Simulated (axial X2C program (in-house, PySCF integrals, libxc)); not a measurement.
**AuIn⁺ in the non-relativistic limit (speed of light times 100): from the state search to constants**

Aim: find the lowest determinant of AuIn⁺, scan the bond at several levels and fit the constants.

Method: all-electron X2C, Au dyall-v2z, In dyall-v2z; program: an in-house X2C program for linear molecules on PySCF integrals.

All values are calculated.

## 1. Input

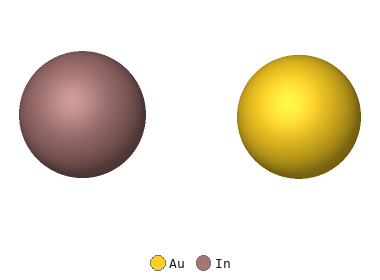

The two atoms at 2.660 Å (gold amber, indium brown).

task.json reads:

```json
{"zs": [79, 49], "q": 1, "bas": ["dyall-v2z", "dyall-v2z"], "levels": ["PBE0", "HF", "M06", "PBE50"], "cc": false, "r0": 2.66, "npts": 10, "nst": 2, "ntry": 6, "opt": {"cfac": 100}}
```

Keys: zs atomic numbers; q charge; bas basis sets; levels methods (HF also brings MP2); cc coupled cluster on or off; r0 starting distance in Å; npts points asked for on the curve; nst determinants followed; ntry starts of the search; cfac factor on the speed of light (100 gives the non-relativistic limit).

Launch:

```console
python so2c.py task.json out
```

The Hamiltonian is the X2C one with the speed of light multiplied by 100, which is the non-relativistic limit. Basis: Au dyall-v2z contracted to [10s9p7d4f], In dyall-v2z contracted to [8s8p6d]; Gaussian nuclei, density fitting. Masses: Au 196.967 u, In 114.904 u.

Notation: σ, π±, δ± give the projection m of an orbital's angular momentum (0, ±1, ±2), α and β its spin, Λ and M_S the sums; ω is the projection of a spinor's total angular momentum and Ω the sum. Logs are in hartree.

The results follow Hamiltonian by Hamiltonian and level by level.

## 2. State search with PBE0

PBE0 moves the distance from 2.660 Å to 3.001 Å and compares determinants there.

Spin-free determinants:

```
ΔE (eV)             state                          open shells
   0.00  M_S = 1/2, Λ = 0             beyond closed shells: σα
   1.83  M_S = 1/2, Λ = 1            beyond closed shells: π+α
   4.34  M_S = 3/2, Λ = 1    beyond closed shells: 2 × σα, π+α
   5.34  M_S = 1/2, Λ = 1    beyond closed shells: 2 × σα, π+β
   5.44  M_S = 1/2, Λ = 1  beyond closed shells: π+α, π+β, π-α
   5.44  M_S = 1/2, Λ = 2  beyond closed shells: δ+α, δ+β, δ-α
```

## 3. PBE0, non-rel.

State followed: M_S = 1/2, Λ = 0 (beyond closed shells: σα). The scan is laid around 3.001 Å, a first estimate of the minimum, and this SCF restarts from the orbitals of the search.

The SCF at the reference distance of 3.001 Å:

```text
spin-free X2C-1e  PBE0
basis functions 162  fitting functions 1230  grid points 5807
iter        total energy     max residual
   1     -23610.878777149     1.66e-05
   2     -23610.878777162     1.69e-05
   3     -23610.878777165     3.90e-06
   4     -23610.878777167     1.62e-06
converged
one-electron -33958.70845013  Coulomb 10163.10303261  exact exchange -122.93852369  xc functional -374.92230129  nuclear repulsion 682.58746534
```

Along the bond, energies from the lowest point:

| R (Å) | E (eV) | μ (D) | HOMO (eV) | LUMO (eV) | iterations |
| --- | --- | --- | --- | --- | --- |
| 2.611 | 0.2446 | 1.99 | -10.29 | -8.09 | 10 |
| 2.731 | 0.0939 | 2.19 | -10.25 | -8.06 | 10 |
| 2.821 | 0.0348 | 2.35 | -10.20 | -8.03 | 10 |
| 2.911 | 0.0067 | 2.51 | -10.16 | -8.00 | 10 |
| 3.001 | 0.0000 | 2.68 | -10.11 | -7.96 | 4 |
| 3.106 | 0.0105 | 2.88 | -10.04 | -7.90 | 9 |
| 3.211 | 0.0338 | 3.10 | -9.97 | -7.84 | 9 |
| 3.346 | 0.0749 | 3.39 | -9.87 | -7.76 | 9 |
| 3.511 | 0.1338 | 3.78 | -9.74 | -7.65 | 9 |
| 3.751 | 0.2248 | 4.39 | -9.54 | -7.49 | 9 |

Dipoles are positive if In is the positive end and refer to the centre of mass.

Outer orbitals at the reference distance:

```
symmetry  occupied  ε (eV)             atomic character
     δ-α       yes  -28.19                    100% In d
     δ+α       yes  -28.19                    100% In d
     δ+β       yes  -28.17                    100% In d
     δ-β       yes  -28.17                    100% In d
     π-α       yes  -28.08                    100% In d
     π+α       yes  -28.08                    100% In d
      σα       yes  -28.06                    100% In d
     π-β       yes  -28.02                    100% In d
     π+β       yes  -28.02                    100% In d
      σβ       yes  -27.98                    100% In d
      σα       yes  -15.69           78% Au d, 17% In s
      σβ       yes  -15.49           85% Au d, 12% In s
     π-α       yes  -15.25                     99% Au d
     π+α       yes  -15.25                     99% Au d
     δ-α       yes  -15.14                    100% Au d
     δ+α       yes  -15.14                    100% Au d
     π+β       yes  -15.13                     99% Au d
     π-β       yes  -15.13                     99% Au d
     δ-β       yes  -15.01                    100% Au d
     δ+β       yes  -15.01                    100% Au d
      σα       yes  -14.00  65% In s, 21% Au d, 7% Au s
      σβ       yes  -13.52  71% In s, 15% Au d, 8% Au p
      σα       yes  -10.11  49% In p, 43% Au s, 6% In s
      σβ        no   -7.96  48% Au s, 44% In p, 6% In s
     π+α        no   -6.92           88% In p, 11% Au p
     π-α        no   -6.92           88% In p, 11% Au p
     π+β        no   -6.69            90% In p, 9% Au p
```

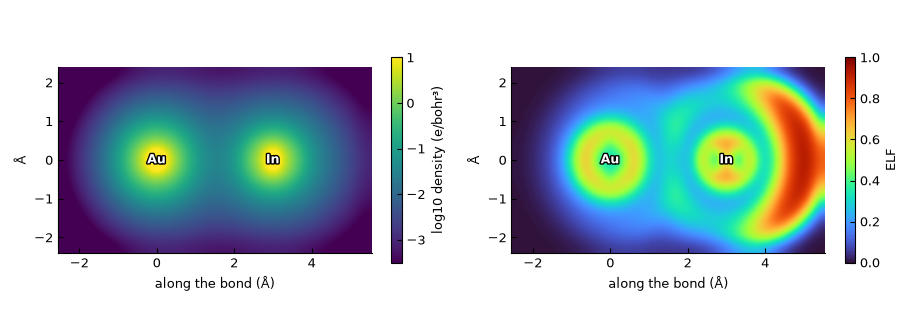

PBE0 fields in a plane through the axis, from a grid of 0.3 Å; Au lies at z = 0 and In at z = 3.001 Å; the ELF is damped to zero where the density is low.

Re = 2.991 Å, ωe = 83.7 cm⁻¹, ωexe = 0.377 cm⁻¹, Be = 0.02596 cm⁻¹, De = 1.01 eV, μ = 2.66 D.

## 4. HF, non-rel.

Output at 3.001 Å:

```text
spin-free X2C-1e  HF
basis functions 162  fitting functions 1230  grid points 5807
iter        total energy     max residual
   1     -23604.772046954     4.08e-01
   2     -23604.809562612     2.09e-02
   3     -23604.811786625     1.25e-02
   4     -23604.812979213     2.30e-03
   5     -23604.813412836     1.50e-03
   6     -23604.813655006     8.09e-04
   7     -23604.813767544     2.17e-04
   8     -23604.813778983     1.01e-04
   9     -23604.813781003     2.60e-05
  10     -23604.813781148     1.12e-05
  11     -23604.813781177     4.24e-06
  12     -23604.813781181     1.52e-06
  13     -23604.813781181     6.30e-07
converged
one-electron -33962.38025816  Coulomb 10167.05677929  exact exchange -492.07776765  xc functional 0.00000000  nuclear repulsion 682.58746534
```

Re = 3.247 Å, ωe = 66.6 cm⁻¹, ωexe = 0.182 cm⁻¹, Be = 0.02204 cm⁻¹, De = 0.906 eV, μ = 1.20 D.

## 5. M06, non-rel.

The SCF at the reference distance of 3.001 Å:

```text
spin-free X2C-1e  M06
basis functions 162  fitting functions 1230  grid points 5807
iter        total energy     max residual
   1     -23610.968420303     1.80e-01
   2     -23610.978879858     7.21e-03
   3     -23610.979081526     4.28e-03
   4     -23610.979215747     4.26e-04
   5     -23610.979222553     1.91e-04
   6     -23610.979224300     9.13e-05
   7     -23610.979224475     5.68e-05
   8     -23610.979224530     6.81e-06
   9     -23610.979224533     2.10e-06
  10     -23610.979224533     3.50e-07
converged
one-electron -33959.17922071  Coulomb 10163.64357614  exact exchange -132.79395739  xc functional -365.23708791  nuclear repulsion 682.58746534
```

Re = 3.048 Å, ωe = 81.6 cm⁻¹, ωexe = 0.317 cm⁻¹, Be = 0.02501 cm⁻¹, De = 1.00 eV, μ = 3.12 D.

## 6. PBE50, non-rel.

Output at 3.001 Å:

```text
spin-free X2C-1e  PBE50
basis functions 162  fitting functions 1230  grid points 5807
iter        total energy     max residual
   1     -23611.316558948     1.38e-01
   2     -23611.321314475     1.05e-02
   3     -23611.321402178     1.06e-02
   4     -23611.322074296     7.41e-04
   5     -23611.322098916     3.13e-04
   6     -23611.322109804     1.75e-04
   7     -23611.322114344     5.39e-05
   8     -23611.322114640     1.96e-05
   9     -23611.322114669     4.08e-06
  10     -23611.322114671     1.86e-06
  11     -23611.322114672     3.93e-07
converged
one-electron -33961.47575158  Coulomb 10165.99745575  exact exchange -245.95277883  xc functional -252.47850535  nuclear repulsion 682.58746534
```

Re = 3.003 Å, ωe = 84.5 cm⁻¹, ωexe = 0.327 cm⁻¹, Be = 0.02576 cm⁻¹, De = 1.06 eV, μ = 2.04 D.

## 7. Correlated methods, non-rel.

Correlated methods: 23 electrons correlated (frozen shells, counted by type: Au 5 s, 4 p, 2 d, 1 f; In 4 s, 3 p, 1 d), 169 virtual spinors in MP2.

MP2: Re = 2.928 Å, ωe = 93.3 cm⁻¹, Be = 0.02709 cm⁻¹, De = 0.809 eV.

## 8. A higher determinant, non-rel.

State: M_S = 1/2, Λ = 1 (beyond closed shells: π+α).

Output at the reference distance:

```text
spin-free X2C-1e  PBE0
basis functions 162  fitting functions 1230  grid points 5807
iter        total energy     max residual
   1     -23610.811379342     1.43e-05
   2     -23610.811379348     1.04e-05
   3     -23610.811379352     3.12e-06
   4     -23610.811379353     1.89e-06
converged
one-electron -33955.88169393  Coulomb 10160.33036843  exact exchange -122.94017506  xc functional -374.90734412  nuclear repulsion 682.58746534
```

| R (Å) | E above the lowest PBE0 point (eV) |
| --- | --- |
| 2.611 | 1.939 |
| 2.731 | 1.839 |
| 2.821 | 1.813 |
| 2.911 | 1.814 |
| 3.001 | 1.834 |
| 3.106 | 1.872 |
| 3.211 | 1.918 |
| 3.346 | 1.984 |
| 3.511 | 2.064 |

Re = 2.858 Å, ωe = 103.2 cm⁻¹, ωexe = 0.5 cm⁻¹, Be = 0.02843 cm⁻¹, μ = 0.02 D. Te = 1.81 eV.

## 9. The non-rel. curves together

Energy (eV) of the followed determinant, non-rel., from each level's lowest point:

| R (Å) | PBE0 | HF | MP2 | M06 | PBE50 |
| --- | --- | --- | --- | --- | --- |
| 2.611 | 0.245 | 0.539 | 0.193 | 0.318 | 0.262 |
| 2.731 | 0.094 | 0.296 | 0.061 | 0.137 | 0.104 |
| 2.821 | 0.035 | 0.178 | 0.015 | 0.060 | 0.041 |
| 2.911 | 0.007 | 0.098 | 0.000 | 0.018 | 0.009 |
| 3.001 | 0.000 | 0.046 | 0.005 | 0.000 | 0.000 |
| 3.106 | 0.010 | 0.013 | 0.028 | 0.001 | 0.009 |
| 3.211 | 0.034 | 0.000 | 0.063 | 0.017 | 0.032 |
| 3.346 | 0.075 | 0.005 | 0.116 | 0.053 | 0.074 |
| 3.511 | 0.134 | 0.031 | 0.188 | 0.110 | 0.136 |
| 3.751 | 0.225 | 0.094 | 0.293 | 0.201 | 0.235 |

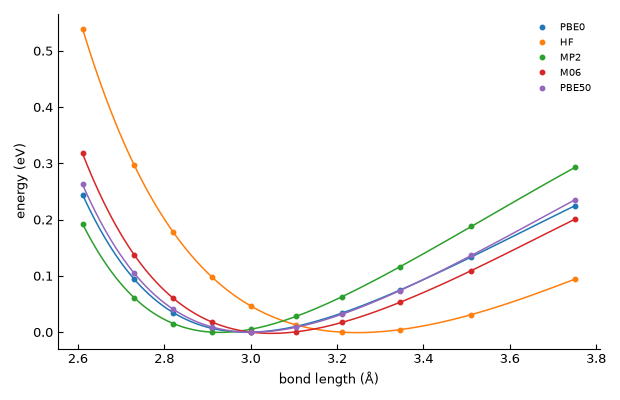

Curves of the followed state, non-rel., each from its own lowest point.

The whole job took 1.7 min on 1 thread, shared host.

## 10. Results

Lowest determinant that the search found at its distance, non-rel.: M_S = 1/2, Λ = 0 (beyond closed shells: σα).

```
Hamiltonian  level  Re (Å)  ωe (cm⁻¹)  De (eV)  μ (D)
   non-rel.   PBE0   2.991       83.7     1.01   2.66
   non-rel.     HF   3.247       66.6    0.906   1.20
   non-rel.    MP2   2.928       93.3    0.809    n/a
   non-rel.    M06   3.048       81.6     1.00   3.12
   non-rel.  PBE50   3.003       84.5     1.06   2.04
```

Dipoles are positive if In is the positive end and refer to the centre of mass.

Time per point (s) on 1 thread, shared host (non-rel. runs); the times are rough: PBE0 0.75, HF 0.61, MP2 0.84, M06 1.1, PBE50 0.88.

Bond lengths run from 2.928 Å (non-rel. MP2) to 3.247 Å (non-rel. HF).

De refers to Au + In+, each in the lowest determinant found, which need not be this curve's own limit. The state is a single determinant with fixed occupations, the lowest that a limited PBE0 search found. Dissociation energies refer to the lowest single-determinant-based atoms at the same level and basis. The meta-GGAs lack a current-density term, which matters for open shells with orbital currents, atoms included. These are model numbers, with the speed of light changed.
